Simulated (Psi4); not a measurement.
## Single-point calculation, with input and output: BaO

- system: BaO, SMILES [O][Ba]
- method: SCAN/def2-TZVP, RKS, core potentials def2 (Psi4 1.11)

The geometry comes from this level: PBE0-D4/def2-TZVP.

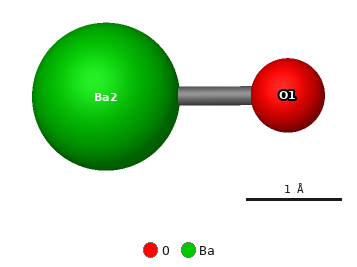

Figure 1. The input geometry (ball-and-stick view, seen on its broad side; atoms are numbered from 1 in the order of the input). Sticks mark near contacts.

### Input (job.inp)
```
memory 1.6 GB

molecule m {
  0 1
  O      0.000000     0.000000     0.087670
  Ba     0.000000     0.000000     2.013040
  units angstrom
  symmetry c1
}

set {
  reference            rks
  puream               true
  scf_type             pk
  dft_radial_points    250
  dft_spherical_points 1202
}

energy_value, wavefunction = energy('scan/def2-TZVP', return_wfn=True)
```

Launched with:
```bash
psi4 -i job.inp -o job.out -n 1
```

### Log
```
Psi4 1.11 release

   => Loading Basis Set <=

    Name: DEF2-TZVP
    Role: ORBITAL
    Keyword: BASIS

    !!!  WARNING: ECP capability is in beta. Please check occupations closely.  !!!

         ---------------------------------------------------------
                                   SCF
                              RKS Reference
                        1 Threads,   1525 MiB Core
         ---------------------------------------------------------

  ==> Geometry <==

    Molecular point group: c1
    Full point group: C_inf_v

    Geometry (in Angstrom), charge = 0, multiplicity = 1:

       Center              X                  Y                   Z               Mass
    ------------   -----------------  -----------------  -----------------  -----------------
         O            0.000000000000     0.000000000000    -1.725265409875    15.994914619570
         BA           0.000000000000     0.000000000000     0.200104590125   137.905247000000

  Running in c1 symmetry.

  Rotational constants: A = ************  B =      0.31728  C =      0.31728 [cm^-1]
  Rotational constants: A = ************  B =   9511.85360  C =   9511.85360 [MHz]
  Nuclear repulsion =   21.987554004477058

  Charge       = 0
  Multiplicity = 1
  Electrons    = 18
  Nalpha       = 9
  Nbeta        = 9

  ==> Algorithm <==

  SCF Algorithm Type is PK.
  DIIS enabled.
  MOM disabled.
  Fractional occupation disabled.
  Guess Type is SAD.
  Energy threshold   = 1.00e-06
  Density threshold  = 1.00e-06
  Integral threshold = 1.00e-12

  ==> Primary Basis <==

  Basis Set: DEF2-TZVP
    Blend: DEF2-TZVP
    Number of shells: 25
    Number of basis functions: 71
    Number of Cartesian functions: 82
    Spherical Harmonics?: true
    Max angular momentum: 3

  Core potential: DEF2-TZVP
    Number of shells: 4
    Number of ECP primitives: 10
    Number of ECP core electrons: 46
    Max angular momentum: 3

  ==> DFT Potential <==

   => LibXC <=

    Version 7.1.2

   => Composite Functional: SCAN <=

    Deriv               =              1
    GGA                 =           TRUE
    Meta                =           TRUE

    Exchange Hybrid     =          FALSE
    MP2 Hybrid          =          FALSE

   => Exchange Functionals <=

    1.0000   XC_MGGA_X_SCAN

   => Correlation Functionals <=

    1.0000   XC_MGGA_C_SCAN

   => LibXC Density Thresholds  <==

    XC_MGGA_C_SCAN:  1.00E-15
    XC_MGGA_X_SCAN:  1.00E-15

   => Molecular Quadrature <=

    Radial Scheme          =       TREUTLER
    Pruning Scheme         =           NONE
    Nuclear Scheme         =       TREUTLER

    Blocking Scheme        =         OCTREE
    BS radius alpha        =              1
    Pruning alpha          =              1
    Radial Points          =            250
    Spherical Points       =           1202
    Total Points           =         571167
    Total Blocks           =           4399
    Max Points             =            256
    Max Functions          =             71
    Weights Tolerance      =       1.00E-15

  ==> Integral Setup <==

  Using in-core PK algorithm.
   Calculation information:
      Number of atoms:                   2
      Number of AO shells:              25
      Number of primitives:             43
      Number of atomic orbitals:        82
      Number of basis functions:        71

      Integral cutoff                 1.00e-12
      Number of threads:                 1

  Performing in-core PK
  Using 6535692 doubles for integral storage.
  We computed 51987 shell quartets total.
  Whereas there are 52975 unique shell quartets.

  ==> DiskJK: Disk-Based J/K Matrices <==

    J tasked:                  Yes
    K tasked:                   No
    wK tasked:                  No
    Memory [MiB]:              193
    Schwarz Cutoff:          1E-12

  Cached 33.3% of DFT collocation blocks in 0.809 [GiB].

  Minimum eigenvalue in the overlap matrix is 8.0776591363E-03.
  Reciprocal condition number of the overlap matrix is 1.9216027795E-03.
    Using symmetric orthogonalization.

  ==> Pre-Iterations <==

  SCF Guess: Superposition of Atomic Densities via on-the-fly atomic UHF (no occupation information).

   -------------------------
    Irrep   Nso     Nmo
   -------------------------
     A         71      71
   -------------------------
    Total      71      71
   -------------------------

  ==> Iterations <==

                        Total Energy        Delta E     RMS |[F,P]|

   @RKS iter SAD:  -100.28463999711575   -1.00285e+02   0.00000e+00
   @RKS iter   1:  -100.12215809568231    1.62482e-01   1.70044e-02 DIIS/ADIIS
   @RKS iter   2:   -90.75140537118932    9.37075e+00   3.76350e-02 DIIS/ADIIS
   @RKS iter   3:  -100.69834504533506   -9.94694e+00   3.79788e-03 DIIS/ADIIS
   @RKS iter   4:  -100.72714568735844   -2.88006e-02   1.86088e-03 DIIS/ADIIS
   @RKS iter   5:  -100.73165285831554   -4.50717e-03   1.62413e-03 DIIS/ADIIS
   @RKS iter   6:  -100.73698208846307   -5.32923e-03   4.23877e-04 DIIS/ADIIS
   @RKS iter   7:  -100.73733196174008   -3.49873e-04   9.22029e-05 DIIS
   @RKS iter   8:  -100.73735358582044   -2.16241e-05   2.41475e-06 DIIS
   @RKS iter   9:  -100.73735359626679   -1.04463e-08   1.37937e-06 DIIS
   @RKS iter  10:  -100.73735360073489   -4.46811e-09   8.85255e-08 DIIS
  Energy and wave function converged.

  ==> Post-Iterations <==

   Electrons on quadrature grid:
      Ntotal   =   18.0000000179 ; deviation = 1.789e-08

    Orbital Energies [Eh]
    ---------------------

    Doubly Occupied:

       1A    -18.792416     2A     -1.196949     3A     -0.787421
       4A     -0.621586     5A     -0.621586     6A     -0.527641
       7A     -0.161430     8A     -0.161430     9A     -0.133119

    Virtual:

      10A     -0.045861    11A      0.002550    12A      0.002550
      13A      0.014976    14A      0.014977    15A      0.018423
      16A      0.055693    17A      0.055693    18A      0.062390
      19A      0.076218    20A      0.093242    21A      0.093242
      22A      0.121434    23A      0.121434    24A      0.133213
      25A      0.141877    26A      0.141877    27A      0.191560
      28A      0.342500    29A      0.342500    30A      0.347960
      31A      0.347961    32A      0.378105    33A      0.378105
      34A      0.402581    35A      0.617341    36A      0.617342
      37A      0.620761    38A      0.620761    39A      0.622609
      40A      0.634299    41A      0.634299    42A      0.683117
      43A      0.745795    44A      0.815387    45A      1.613967
      46A      1.613978    47A      1.736066    48A      1.736066
      49A      2.099063    50A      2.772954    51A      2.772954
      52A      2.900354    53A      3.103121    54A      5.373536
      55A      5.373536    56A      5.374124    57A      5.374126
      58A      5.397753    59A      5.397753    60A      5.401418
      61A      5.519161    62A      5.519161    63A      6.442880
      64A      6.442886    65A      6.608186    66A      6.608186
      67A      6.764892    68A     10.552860    69A     26.337084
      70A     43.315035    71A    256.824524

    Final Occupation by Irrep:
              A
    DOCC [     9 ]
    NA   [     9 ]
    NB   [     9 ]

  @RKS Final Energy:  -100.73735360073489

   => Energetics <=

    Nuclear Repulsion Energy =             21.9875540044770581
    One-Electron Energy =                -191.3924526893962366
    Two-Electron Energy =                  81.1025582526984294
    DFT Exchange-Correlation Energy =     -12.4350131685141410
    Empirical Dispersion Energy =           0.0000000000000000
    VV10 Nonlocal Energy =                  0.0000000000000000
    Total Energy =                       -100.7373536007348918

Computation Completed

Properties will be evaluated at   0.000000,   0.000000,   0.000000 [a0]

Properties computed using the SCF density matrix

 Multipole Moments:

 ------------------------------------------------------------------------------------
     Multipole            Electronic (a.u.)      Nuclear  (a.u.)        Total (a.u.)
 ------------------------------------------------------------------------------------

 L = 1.  Multiply by 2.5417464519 to convert [e a0] to [Debye]
 Dipole X            :          0.0000000            0.0000000            0.0000000
 Dipole Y            :         -0.0000000            0.0000000           -0.0000000
 Dipole Z            :         25.2104717          -22.3008042            2.9096674
 Magnitude           :                                                    2.9096674

 ------------------------------------------------------------------------------------

	total time  =         41 seconds =       0.68 minutes

    Psi4 run time: 0:00:40.78
```

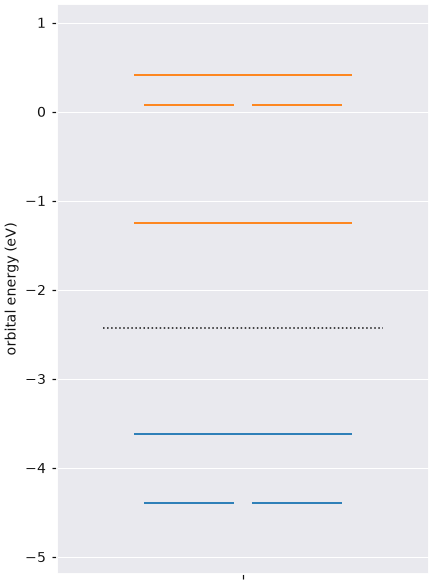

Figure 2. Orbital energies near the frontier; the dotted line parts filled from empty levels, and levels within 0.02 eV of each other stand side by side. Highest filled −3.62 eV, lowest empty −1.25 eV, 2.37 eV apart.

### Summary

- outcome: converged
- total energy: −100.737354 hartree
- basis functions: 71
- HOMO: −3.62 eV
- LUMO: −1.25 eV
- dipole moment: 7.40 D
- hardware: 1 thread of Intel Xeon @ 2.70GHz, 189 GiB of memory available, shared host
- wall time: 42 s
- peak memory: 1.2 GiB
